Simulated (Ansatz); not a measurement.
**Computed energy over volume and axial ratio: CsBr (CsCl type)**

CsBr (CsCl type)

Space group Pm-3m (No. 221); a = b = c = 4.3235 Å, α = β = γ = 90.00°

```tsv
atom	site	symmetry	x	y	z
Cs	1a	m-3m	0.0000	0.0000	0.0000
Br	1b	m-3m	0.5000	0.5000	0.5000
```

Grid over V/V₀ and (c/a)/(c/a)₀, subscript 0 meaning the relaxed cell; the conventional c axis lies along z; no internal relaxation.

These are r2SCAN (plane waves to 500 eV, PAW, scalar-relativistic; Ansatz, a first-principles code) values and carry that method's errors. k mesh 8×8×8 (Γ-centred), Fermi-Dirac smearing 0.05 eV. The energy includes the smearing's −TS. Compression counts positive. CsBr was relaxed with its symmetry unable to fall. ΔE is measured from the relaxed starting cell.

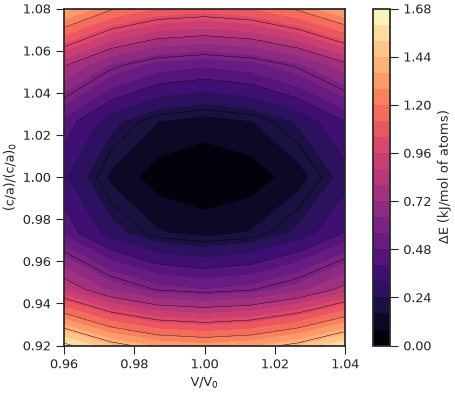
Fig. 1. ΔE (kJ/mol of atoms) over the 7×7 grid of computed points.

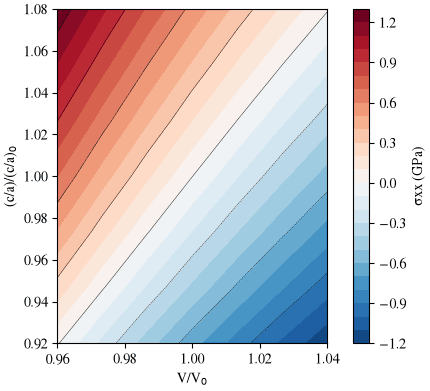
Figure. σxx (GPa) over the 7×7 grid of computed points.

The shear modulus C′ = (C11 − C12)/2 (fit, atoms clamped) is 11.3 GPa. Lowest place on the grid: V/V₀ = 1.000, (c/a)/(c/a)₀ = 1.000 (0.0 meV/atom). Highest place on the grid: V/V₀ = 0.960, (c/a)/(c/a)₀ = 0.920 (16.9 meV/atom).

Near the relaxed cell σzz − σxx = −2Cδ (compression positive), C being this modulus and δ the logarithm of the ratio.

(Under strain, the slope of the energy per volume gives the stress and its curvature an elastic modulus.)
